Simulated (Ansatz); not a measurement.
# Nb2NO2 monolayer: a soft mode frozen in

Aim: this structure of Nb2NO2 monolayer is to be tested for unstable modes, and one is followed downhill.

Calculated with Ansatz 0.2.0; DFT PBEsol, scalar-relativistic, plane waves, PAW; PAW set soft_1.

## (1) The structure

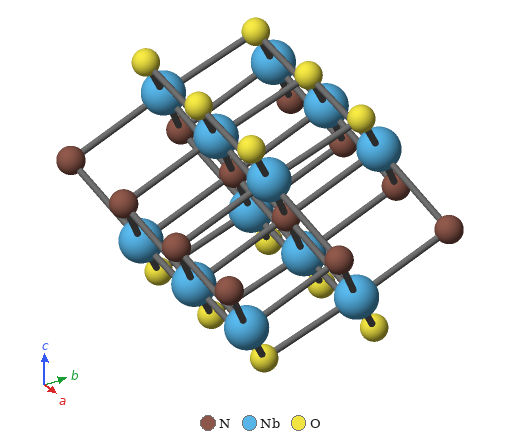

The cell as given, slightly off an axis (nitrogen brown, niobium blue, oxygen yellow). 3×2×1 cells are drawn. Some periodic images of atoms are drawn too.

The cell holds 5 atoms: 1 N, 2 Nb and 2 O. Its edges and angles: a = 3.100 Å, b = 3.100 Å, c = 32.600 Å, α = 90.0°, β = 90.0°, γ = 120.0°. Vacuum lies along c.

## (2) Response at finite wavevector

The cell comes from relaxations at this level that are not shown. Stability and thermal properties need the whole zone. Linear response on a 4×4×1 q mesh gives force constants as far as a supercell of that size would.

File input.yaml:

```yaml
crystal:
  lattice:
    - [3.0996796169, 0.0, 0.0]
    - [-1.5498398084, 2.6844012919, 0.0]
    - [0.0, 0.0, 32.6]
  atoms:
    - { symbol: "N", position: [0.0, 0.0, 0.3067484663] }
    - { symbol: Nb, position: [0.3333333333, 0.6666666667, 0.3433740432] }
    - { symbol: Nb, position: [0.6666666667, 0.3333333333, 0.2701228893] }
    - { symbol: O, position: [0.6666666667, 0.3333333333, 0.3761576439] }
    - { symbol: O, position: [0.3333333333, 0.6666666667, 0.2373392886] }
  periodic: [true, true, false]
kpoints:
  mp_grid: { grid: [20, 20, 1] }
hamiltonian:
  xc: pbesol
  pseudopotentials: { kind: paw, azcp: { folder: soft_1 }, xc_functional: pbe }
scf:
  occupations: { method: methfessel_paxton, width: 0.2 }
output:
  eigenvalues: true
phonons:
  method: dfpt
  qmesh: [4, 4, 1]
  temperatures: { t_max: 1000, t_step: 50 }
  qpath:
    path:
      - [0.0, 0.0, 0.0]
      - [0.5, 0.0, 0.0]
      - [0.33333333, 0.33333333, 0.0]
      - [0.0, 0.0, 0.0]
    npoints: 10
```

On the command line:

```sh
$ ansatz run input.yaml --threads 4 --pin off --max-ram 16384MiB --backend cpu --events-out ev --progress --plain --runs-dir out
```

Numbers of over 12 decimals in the logs are rounded to 6 here.

The program printed:

```text
Warning: crystal.symmetry: narrowed to the stabiliser of the run's FFT grids — unitary ops 12 → 6. A phonons.method: dfpt run fills in the rows of the dynamical matrix that it does not solve by its symmetry operations, which is exact only for operations that map its FFT grids onto themselves: filled in by any other, the frequencies could depend on the order in which like atoms are typed, or, by more than the grids' own error, on where the crystal sits among the grids' points. Excluded: 6 operations. The run can therefore solve more perturbations, solve them on more k-points, or both, and cost more. [rest of the remark cut]
Engine: ansatz 0.2.0, aarch64-unknown-linux-gnu
Pseudopotentials: kind: paw
Pseudopotential: N, paw, valence charge 5, recommended cutoff 420 eV (normal), soft_1/N.paw.azcp
Pseudopotential: Nb, paw, valence charge 13, recommended cutoff 420 eV (normal), soft_1/Nb.paw.azcp
Pseudopotential: O, paw, valence charge 6, recommended cutoff 420 eV (normal), soft_1/O.paw.azcp
Functional definition: PBEsol
  exchange = pbesol_x
  correlation = pbesol_c
Crystal: 5 atoms, lattice volume = 271.258 Å³
Basis set: ecut = 420 eV, 5257 PW (Γ), exchange–correlation on 48×48×450 points (8 copies of the dense FFT grid, shifted against one another)
Bands: 27, of which v1, the nominal top of the filled ones, is band 22 counted from 1 (21 counted from 0)
Symmetry: 12 space group operations
k-points: 44 of 400 (irreducible under 6 space group operations, time reversal used)
Non-local potential: N, projectors of the file, l = 0: 2, l = 1: 2, l = 2: 1
Non-local potential: Nb, projectors of the file, l = 0: 3, l = 1: 2, l = 2: 2, l = 3: 1
Non-local potential: O, projectors of the file, l = 0: 2, l = 1: 2, l = 2: 1
PAW form: soft (Blöchl's): semilocal exchange-correlation on the pseudo side does not see the compensation charge
PAW frozen core: N, regenerated for the run's functional, and the local potential with it (the file was generated under x = pbe(κ = 0.804, μ = 0.219515), c = pbe(β = 0.066725))
PAW frozen core: Nb, regenerated for the run's functional, and the local potential with it (the file was generated under x = pbe(κ = 0.804, μ = 0.219515), c = pbe(β = 0.066725))
PAW frozen core: O, regenerated for the run's functional, and the local potential with it (the file was generated under x = pbe(κ = 0.804, μ = 0.219515), c = pbe(β = 0.066725))
PAW one-centre angular grid: N, 110 points (default); XC on 64 Gauss nodes
PAW one-centre angular grid: Nb, 590 points (default); XC on 64 Gauss nodes
PAW one-centre angular grid: O, 110 points (default); XC on 64 Gauss nodes
Initial density: superposition of atomic densities (neutral atoms: chi_scale 0, normalization atom)
Initial wavefunctions: pseudopotential atomic-orbital guess
Functional: x = pbesol(κ = 0.804, μ = 0.123457), c = pbesol(β = 0.046)
SCF iter   1: F=—  HF=-10503.948591 eV  |F-HF|=—  |Δ(HF+E_count)|=         —  Δρ=9.55e-2  dr2=2.99e1  ethr=3.10e-3  ⟨swp⟩=11.8  Hψ=8950  notcnv=0
preconditioner: auto → LDOS  [metal: Δε(μ)=0.021 eV  Ē_g=12.484 eV  σ=0.200 eV  W_gap=0.09  n_scr=20 (ndim 8)  ℏωp=11.7 eV  f_vac=0.761  D(μ)=1.36/eV (n_scr^D=8)  β→1.0]
SCF iter   2: F=—  HF=-10503.961083 eV  |F-HF|=—  |Δ(HF+E_count)|=   1.25e-2  S|Δr|=    0.00e0  Δρ=1.36e-1  dr2=5.08e1  ethr=3.10e-3  ⟨swp⟩=6.6  Hψ=5006  notcnv=0  defer=29
SCF iter   3: F=—  HF=-10495.846348 eV  |F-HF|=—  |Δ(HF+E_count)|=    8.11e0  S|Δr|=    0.00e0  Δρ=1.97e-2  dr2=4.87e-1  ethr=3.10e-3  ⟨swp⟩=5.2  Hψ=4274  notcnv=0
SCF iter   4: F=—  HF=-10495.742042 eV  |F-HF|=—  |Δ(HF+E_count)|=   1.04e-1  S|Δr|=    0.00e0  Δρ=4.16e-3  dr2=6.54e-2  ethr=1.13e-3  ⟨swp⟩=3.1  Hψ=3042  notcnv=0  defer=25
SCF iter   5: F=—  HF=-10495.734480 eV  |F-HF|=—  |Δ(HF+E_count)|=   7.56e-3  S|Δr|=    0.00e0  Δρ=2.39e-3  dr2=2.39e-2  ethr=1.52e-4  ⟨swp⟩=3.5  Hψ=2662  notcnv=0  defer=25
SCF iter   6: F=—  HF=-10495.730450 eV  |F-HF|=—  |Δ(HF+E_count)|=   4.03e-3  S|Δr|=    0.00e0  Δρ=5.99e-4  dr2=2.29e-3  ethr=5.56e-5  ⟨swp⟩=3.2  Hψ=2211  notcnv=0  defer=25
SCF iter   7: F=—  HF=-10495.730104 eV  |F-HF|=—  |Δ(HF+E_count)|=   3.46e-4  S|Δr|=    0.00e0  Δρ=1.86e-4  dr2=1.74e-4  ethr=5.33e-6  ⟨swp⟩=3.3  Hψ=2446  notcnv=0  defer=25
SCF iter   8: F=—  HF=-10495.730093 eV  |F-HF|=—  |Δ(HF+E_count)|=   1.12e-5  S|Δr|=    0.00e0  Δρ=1.40e-4  dr2=9.67e-5  ethr=4.04e-7  ⟨swp⟩=3.9  Hψ=2691  notcnv=0  defer=25
SCF iter   9: F=—  HF=-10495.730071 eV  |F-HF|=—  |Δ(HF+E_count)|=   2.19e-5  S|Δr|=    0.00e0  Δρ=3.59e-5  dr2=5.86e-6  ethr=2.25e-7  ⟨swp⟩=3.2  Hψ=2167  notcnv=0  defer=25
SCF iter  10: F=—  HF=-10495.730074 eV  |F-HF|=—  |Δ(HF+E_count)|=   2.30e-6  S|Δr|=    0.00e0  Δρ=9.12e-6  dr2=1.73e-7  ethr=1.36e-8  ⟨swp⟩=3.3  Hψ=2714  notcnv=0  defer=25
SCF iter  11: F=—  HF=-10495.730071 eV  |F-HF|=—  |Δ(HF+E_count)|=   2.45e-6  S|Δr|=    0.00e0  Δρ=1.77e-6  dr2=4.41e-9  ethr=4.02e-10  ⟨swp⟩=4.4  Hψ=3344  notcnv=0  defer=25
SCF iter  12: F=—  HF=-10495.730071 eV  |F-HF|=—  |Δ(HF+E_count)|=   7.41e-9  S|Δr|=    0.00e0  Δρ=4.85e-7  dr2=5.77e-10  ethr=1.03e-11  ⟨swp⟩=3.5  Hψ=2936  notcnv=0  defer=25
SCF iter  13: F=—  HF=-10495.730071 eV  |F-HF|=—  |Δ(HF+E_count)|=  8.19e-10  S|Δr|=    0.00e0  Δρ=5.99e-8  dr2=1.32e-11  ethr=1.34e-12  ⟨swp⟩=3.7  Hψ=2933  notcnv=0  defer=25
SCF iter  14: F=-10495.730071 eV  HF=-10495.730071 eV  |F-HF|=9.82e-11  |Δ(HF+E_count)|=  1.67e-10  S|Δr|=    0.00e0  Δρ=1.69e-8  dr2=4.57e-13  ethr=1.00e-12  ⟨swp⟩=18.9  Hψ=10789  notcnv=0
SCF 1 converged in 14 iterations: F = -10495.730071 eV  dr2 = 4.57e-13
  greatest PAW one-centre occupation: 0.998 electrons in one spin orbital (limit 2), on the Nb atom at site 2 (counted from 0), in its partial waves of l = 0
phonons: the bands overlap, so this run is a metal and interpolates without the dipole-dipole term. If the crystal is really an insulator or semiconductor, its LO-TO splitting is missing
NSCF: frozen V_eff on 44 k-points
WARN: eigensolver did not converge (k=1): 1 band(s) unlocked after 2 eigensolves, warm-restarted (20 sweeps on the last) at ethr=1.38e-12 eV (storage-precision floor; scheduled 1.00e-12 eV) (lowest unlocked band 26, counted from 0; max residual 6.32e-6 eV among the unlocked bands, 6.32e-6 eV over every band; other slots of this pass that fall short are told together in one closing line; warning suppressed until the next SCF loop or pass starts)
WARN: eigensolver did not converge in 6 slots of this pass, the one above among them; of largest residual over every band (k=4): 1 band(s) unlocked (lowest unlocked band 26, counted from 0; max residual 1.58e-4 eV among the unlocked bands, 1.58e-4 eV over every band); of lowest unlocked band (k=1): band 26
NSCF: frozen V_eff on 111 k-points
DFPT response loops at q = (0, 0, 0) (fractional): preconditioner auto → none (partly filled bands, converged f_vac=0.775); β = 0.50; Broyden in place of MSR1
NSCF: frozen V_eff on 420 k-points
DFPT response loops at q = (0, 0.25, 0) (fractional): mixed as the last ones told, above
NSCF: frozen V_eff on 222 k-points
DFPT response loops at q = (0, -0.5, 0) (fractional): mixed as the last ones told, above
NSCF: frozen V_eff on 800 k-points
DFPT response loops at q = (0.25, 0.25, 0) (fractional): mixed as the last ones told, above
SCF converged after 14 iterations
Stability not checked: this state was not tested for a lower state beside it, because cold or Methfessel-Paxton smearing, or corrected tetrahedra, fill the levels in a way that the test cannot read (fill_not_monotonic; see scf.lower_state_search)
Free energy (F): -10495.730071 eV
Harris-Foulkes:  -10495.730071 eV  (|F-HF|=9.82e-11)
Internal energy: -10495.731445 eV  (E = F + TS)
E sigma→0 (E₀):  -10495.730415 eV
Entropy (-TS):   0.001374 eV (0.275 meV/atom)
Fermi energy:    -5.687486 eV
--- Per-component energies (eV) ---
  E_band       = -1072.257225
  E_kinetic    = 1214.595892
  E_local      = -129239.254062  (includes V_loc(G=0)·N_el)
  E_nonlocal   = 328.032996
  E_hartree    = 63812.392596
  E_xc         = -531.700528
  E_vxc        = -659.385688  (∫ρ·V_xc dr)
  E_paw        = -6487.435798  (= ΣΔE_a)
  E_vpaw       = -341.033978  (= ΣTr[D̂ρ^β])
  E_aug_tail   = 0.002479  (compensation charges beyond the density's cutoff)
  E_ewald      = 60407.158887
  E_core_change = 0.476094  (= ΣΔE_core)
  E_smearing   = 0.001374  (= −TS)
  E_closure    = -0.000000  (closes the sum)
  Σ components = -10495.730071   (vs F -10495.730071, Δ=0.00e0)
--- Band table (eV; the first three rows and the last of 44) ---
  k-point 0: bands = [... 18 lower, -9.0872, -9.0872, -6.9425, -6.9425, -5.8653, -4.6471, -4.6471, -3.6101, ... 1 higher]
  k-point 1: bands = [... 18 lower, -9.2172, -9.1895, -6.8851, -6.8176, -5.9142, -4.6248, -4.5722, -3.6052, ... 1 higher]
  k-point 2: bands = [... 18 lower, -9.4234, -9.0654, -6.8645, -6.5190, -5.9166, -4.5432, -4.4159, -3.5933, ... 1 higher]
  k-point 43: bands = [... 18 lower, -10.1706, -9.9485, -5.9019, -5.4445, -5.4298, -3.5553, -3.4531, -3.3838, ... 1 higher]
--- Phonons (Γ-DFPT): 10 representative perturbations + reference (Σ response iterations 50) ---
  ASR residual: 2.992e-5 → 0.000e0 eV/Å²; symmetrization residual: 7.954e-6 eV/Å²
  The last average, over the group as it would stand without the narrowing to the FFT grids, took up to 4.107e-6 eV/Å² of the zone centre's force constants
  ASR residual per site (eV/Å²): 8.66e-6 2.99e-5 2.84e-5 4.06e-6 1.23e-5
  Γ frequencies (cm⁻¹): 0.00 0.00 0.00 150.06 150.06 255.27 363.85 363.85 383.16 383.16 551.41 568.34 605.76 619.15 619.15
--- Phonons (arbitrary-q DFPT): 4 irreducible q on the 4×4×1 mesh ---
  q = [0.0000, 0.0000, 0.0000] (star 1, of the zone-centre solve; hermiticity 5.21e-7, symmetrization 4.19e-11, taken by the last average 1.35e-7): -0.00 -0.00 0.00 150.06 150.06 255.27 363.85 363.85 383.16 383.16 551.41 568.34 605.76 619.15 619.15
  q = [0.0000, 0.2500, 0.0000] (star 6, 15 solved perturbations on 210 of 400 k-point pairs; hermiticity 2.93e-7, symmetrization 2.51e-10, taken by the last average 2.15e-7): 95.76 100.93 139.12 144.36 184.34 218.02 351.60 369.02 388.96 409.97 520.66 530.22 583.70 599.99 618.31
  q = [0.0000, -0.5000, 0.0000] (star 3, 15 solved perturbations on 111 of 400 k-point pairs; hermiticity 6.44e-7, symmetrization 2.53e-10, taken by the last average 2.51e-7): -163.50 -99.51 -44.86 -34.07 152.68 157.89 372.45 383.81 407.43 409.37 493.86 499.83 578.90 590.39 599.84
  q = [0.2500, 0.2500, 0.0000] (star 6, 10 solved perturbations in 3050 linear systems a pass and spin channel, the states on 400 of 400 k-point pairs; hermiticity 6.34e-7, symmetrization 1.10e-10, taken by the last average 2.39e-7): -211.36 -95.87 103.84 124.26 156.34 194.32 358.25 397.25 402.44 408.37 494.92 499.15 569.34 595.83 608.94
  sum rule: each row above includes the acoustic sum rule's correction from the zone centre's row sums; it moved no ω² by more than (0.46 cm⁻¹)²
  mesh force constants: q→R imaginary residual 6.53e-18; ASR residual 2.992e-5 → 0.000e0 eV/Å²; symmetrization residual 1.421e-14 eV/Å²
  interpolated dispersion: 31 rows × 15 modes
  density of states and harmonic sums: on the 24×24×1 q-mesh, interpolated from the force constants of a 4×4×1 supercell (no non-analytic term)
  largest difference from the sums on the solved wave vectors: F 8.70e-2 eV, S 1.08e-4 and C_V 3.01e-5 eV/K
  zero-point energy: 0.308730 eV/cell   skipped modes (ω ≤ 0): 91, of them read as no rigid motion or as one in doubt: 88 (1.434e0 modes/cell left out, lowest -211.36 cm⁻¹)   left out of the sums: 9.59e-2 of the cell's modes: C_V's classical limit lies that fraction below 3 k_B per atom; for a crystal, a wire or a layer, F and S can be off by more, and a phonons.interpolated_qmesh denser along its periods is the remedy for the sampling
```

Run time: 41 min. Hardware: 4 threads of Arm Neoverse V1, shared host; peak memory 5.6 GiB; 2.7 h of CPU time.

Reading the cycles: dr2 is the Hartree energy of the density residual (eV), the measure of convergence; HF is the Harris–Foulkes estimate of the energy, which meets the free energy F at convergence.

Numbers from this step:

| Item | Value |
| --- | --- |
| gap on the k-mesh | 0 eV |
| sum-rule residual before enforcement | 2.99e-5 eV/Å² |
| lowest frequency on the path | -211.8 cm⁻¹ |
| point group | -3m |
| highest frequency on the path or at a solved wavevector | 625.7 cm⁻¹ |
| area per atom | 1.664 Å² |
| highest optical mode at the zone centre (no LO-TO term) | 619.1 cm⁻¹ |
| lowest optical zone-centre mode | 150.1 cm⁻¹ |
| lowest mode on the q mesh (acoustic modes at Γ apart) | -211.4 cm⁻¹ |

Frequencies (cm⁻¹) solved at each irreducible wavevector; negative means imaginary. Frequencies by wavevector, by row:

```
q in reciprocal lattice units  star  mode 1  mode 2  mode 3  mode 4  mode 13  mode 14  mode 15
                        0 0 0     1       0       0       0   150.1    605.8    619.1    619.1
                     0 0.25 0     6    95.8   100.9   139.1   144.4    583.7      600    618.3
                     0 -0.5 0     3  -163.5   -99.5   -44.9   -34.1    578.9    590.4    599.8
                  0.25 0.25 0     6  -211.4   -95.9   103.8   124.3    569.3    595.8    608.9
```

Interpolated from a 4×4×1 q mesh. Phonon branches along the path, in cm⁻¹:

```
point  branch 1  branch 2  branch 3  branch 4  branch 12  branch 13  branch 14  branch 15
    Γ         0         0         0       150        568        606        619        619
    M      -164      -100       -45       -34        500        579        590        600
    K       -76       -76        39       101        488        578        578        601
    Γ         0         0         0       150        568        606        619        619
```

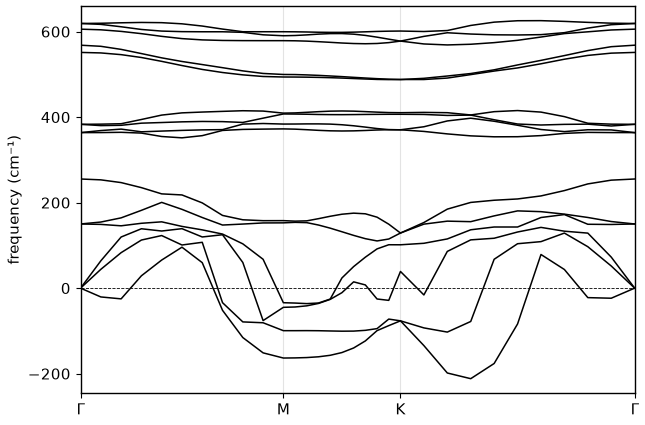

Phonon branches along the path.

Symmetry leaves 4 wavevectors to solve. The lowest mode among them, the acoustic zeros apart, lies at q = (0.25, 0.25, 0) and is imaginary, 211.4i cm⁻¹, so the energy falls along it.

## (3) The mode frozen in, largest atomic shift 0 Å

The mode followed lies at q = (0, -0.5, 0) with frequency 163.5i cm⁻¹, one of the unstable modes though not the softest. At small amplitude the distorted cell has space group no. 10 by a symmetry search on the positions. The undistorted cell that holds it gives the zero of energy on the same k mesh.

System of this step: Nb2NO2 monolayer. The cell holds 10 atoms: 2 N, 4 Nb and 4 O. Its edges and angles: a = 3.100 Å, b = 5.369 Å, c = 32.600 Å, α = 90.0°, β = 90.0°, γ = 90.0°. It derives from Nb2NO2. Vacuum lies along c.

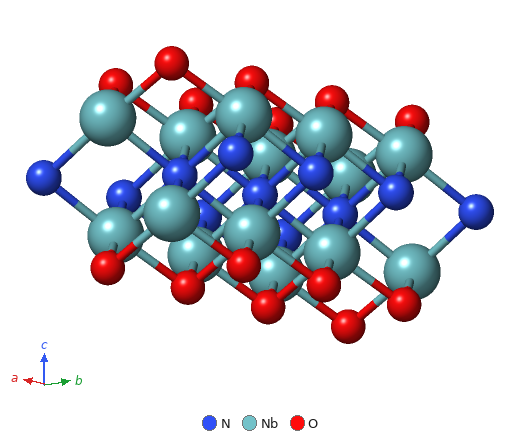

The cell of this step (nitrogen blue, niobium teal, oxygen red). 3×1×1 cells are drawn. Some periodic images of atoms are drawn too.

File input.yaml:

```yaml
crystal:
  lattice:
    - [3.0996796169, 0.0, 0.0]
    - [1.0e-10, 5.3688025837, 0.0]
    - [0.0, 0.0, 32.6]
  atoms:
    - { symbol: "N", position: [0.5, 0.5, 0.3067484663] }
    - { symbol: "N", position: [0.0, 0.0, 0.3067484663] }
    - { symbol: Nb, position: [0.0, 0.3333333333, 0.3433740432] }
    - { symbol: Nb, position: [0.5, 0.8333333333, 0.3433740432] }
    - { symbol: Nb, position: [0.5, 0.1666666667, 0.2701228893] }
    - { symbol: Nb, position: [1.0, 0.6666666667, 0.2701228893] }
    - { symbol: O, position: [0.5, 0.1666666667, 0.3761576439] }
    - { symbol: O, position: [1.0, 0.6666666667, 0.3761576439] }
    - { symbol: O, position: [0.0, 0.3333333333, 0.2373392886] }
    - { symbol: O, position: [0.5, 0.8333333333, 0.2373392886] }
  periodic: [true, true, false]
kpoints:
  mp_grid: { grid: [12, 8, 1] }
hamiltonian:
  xc: pbesol
  pseudopotentials: { kind: paw, azcp: { folder: soft_1 }, xc_functional: pbe }
scf:
  occupations: { method: methfessel_paxton, width: 0.2 }
output:
  forces: true
  stress: true
  eigenvalues: true
```

The program printed:

```text
[...]
Crystal: 10 atoms, lattice volume = 542.515 Å³
Basis set: ecut = 420 eV, 10599 PW (Γ), exchange–correlation on 48×72×450 points (8 copies of the dense FFT grid, shifted against one another)
Bands: 53, of which v1, the nominal top of the filled ones, is band 43 counted from 1 (42 counted from 0)
Symmetry: 8 space group operations
[...]
k-points: 35 of 96
[...]
k-point 0: bands = [... 39 lower, -9.0879, -7.6217, -6.9453, -6.9445, -5.8675, -4.7255, -4.6500, -4.6492, ... 6 higher]
  k-point 1: bands = [... 39 lower, -9.1849, -7.6098, -6.8696, -6.7559, -5.9310, -4.6808, -4.6133, -4.5392, ... 6 higher]
  k-point 2: bands = [... 39 lower, -9.0105, -7.5596, -6.9206, -6.3459, -5.8467, -4.6224, -4.5587, -4.4727, ... 6 higher]
  k-point 34: bands = [... 39 lower, -9.4210, -7.6209, -7.6209, -4.7248, -4.7248, -4.1217, -4.1217, -3.9028, ... 6 higher]
[key lines of the parts left out:]
SCF converged after 10 iterations
Free energy (F): -20991.455737 eV
Fermi energy:    -5.666244 eV
P = ½ c Tr σ = -0.0104 N/m
```

Wall time 30 s (4 threads); peak memory 1.4 GiB.

Numbers from this step:

```yaml
energy_from_the_undistorted_cell: 0 meV/atom
```

## (4) The mode frozen in, largest atomic shift 0.08 Å

The atoms are moved along the unstable eigenvector, the largest shift by 0.08 Å, with the cell fixed.

input.yaml, the sections that differ from step 3:

```yaml
crystal:
  lattice:
    - [3.0996796169, 0.0, 0.0]
    - [1.0e-10, 5.3688025837, 0.0]
    - [0.0, 0.0, 32.6]
  atoms:
    - { symbol: "N", position: [0.5, 0.5, 0.3067484663] }
    - { symbol: "N", position: [0.0, 0.0, 0.3067484663] }
    - { symbol: Nb, position: [0.0, 0.3446769673, 0.3428978918] }
    - { symbol: Nb, position: [0.5, 0.8219896993, 0.3438501945] }
    - { symbol: Nb, position: [0.5, 0.1780103007, 0.269646738] }
    - { symbol: Nb, position: [1.0, 0.6553230327, 0.2705990407] }
    - { symbol: O, position: [0.5, 0.1623778329, 0.3738075006] }
    - { symbol: O, position: [1.0, 0.6709555004, 0.3785077872] }
    - { symbol: O, position: [0.0, 0.3290444996, 0.2349891453] }
    - { symbol: O, position: [0.5, 0.8376221671, 0.2396894319] }
  periodic: [true, true, false]
# kpoints, hamiltonian, scf, output: as in step 3
```

The program printed:

```text
[...]
Crystal: 10 atoms, lattice volume = 542.515 Å³
Basis set: ecut = 420 eV, 10599 PW (Γ), exchange–correlation on 48×72×450 points (8 copies of the dense FFT grid, shifted against one another)
Bands: 53, of which v1, the nominal top of the filled ones, is band 43 counted from 1 (42 counted from 0)
Symmetry: 4 space group operations
[...]
k-points: 35 of 96
[...]
k-point 0: bands = [... 39 lower, -9.0007, -7.6956, -6.9427, -6.7969, -5.9090, -4.8248, -4.6639, -4.4920, ... 6 higher]
  k-point 1: bands = [... 39 lower, -9.0821, -7.6730, -6.7686, -6.7486, -5.9562, -4.7806, -4.6408, -4.4364, ... 6 higher]
  k-point 2: bands = [... 39 lower, -8.9387, -7.6247, -6.8197, -6.4112, -5.8607, -4.6858, -4.5311, -4.5262, ... 6 higher]
  k-point 34: bands = [... 39 lower, -9.3334, -7.9252, -7.3452, -4.8418, -4.6840, -4.1735, -4.0295, -3.8991, ... 6 higher]
[key lines of the parts left out:]
SCF converged after 10 iterations
Free energy (F): -20991.505849 eV
Fermi energy:    -5.598603 eV
P = ½ c Tr σ = 0.1889 N/m
```

Run time: 32 s. Hardware: 4 threads; peak memory 1.4 GiB; 2.1 min of CPU time.

This step gave:

| Item | Value |
| --- | --- |
| energy from the undistorted cell | -5.03 meV/atom |

The energy, extrapolated to zero smearing, is -5.03 meV/atom against the undistorted cell.

[end of part 1 of 2]

[Logs are printed without paths, hosts, clocks, repeated set-up lines and the standing remarks that a program may print on its own settings, such as how far it seeks lower states.]

[Hosts, paths, dates, database ids (printed as entryN), source tags and the programs' standing remarks are cut or masked in the printed files.]
